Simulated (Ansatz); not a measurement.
The figure comes from a scan of TiC (rock salt): the crystal slips on the {100} plane by s times a lattice vector of 3.06 Å, no atom relaxing, γ being the energy change per area. Calculation: PBE (plane waves to 420 eV, PAW, scalar-relativistic; Ansatz, a quantum-chemistry and plane-wave program). k mesh 13×13×13 (Γ-centred), Fermi-Dirac smearing 0.05 eV. Compression counts positive. Faults lie only 6.5 Å apart, and holding the cell height and the atoms raises γ above its relaxed value. TiC is run without spin polarisation. TiC was relaxed with its symmetry unable to fall. 

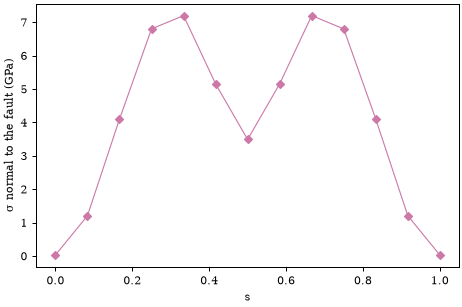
σ normal to the fault (GPa) against s; computed points joined by lines (the last repeats the first, one period on).

### Question
Read the plotted values off the figure, to the accuracy that the plot allows.

### Answer
To the nearest 0.1:

```csv
s,σ normal to the fault (GPa)
0.000,0.0
0.083,1.2
0.167,4.1
0.250,6.8
0.333,7.2
0.417,5.2
0.500,3.5
0.583,5.2
0.667,7.2
0.750,6.8
0.833,4.1
0.917,1.2
```

(The slope of γ gives the shear force per area between the displaced halves; near zero shift its curvature is an elastic stiffness.)
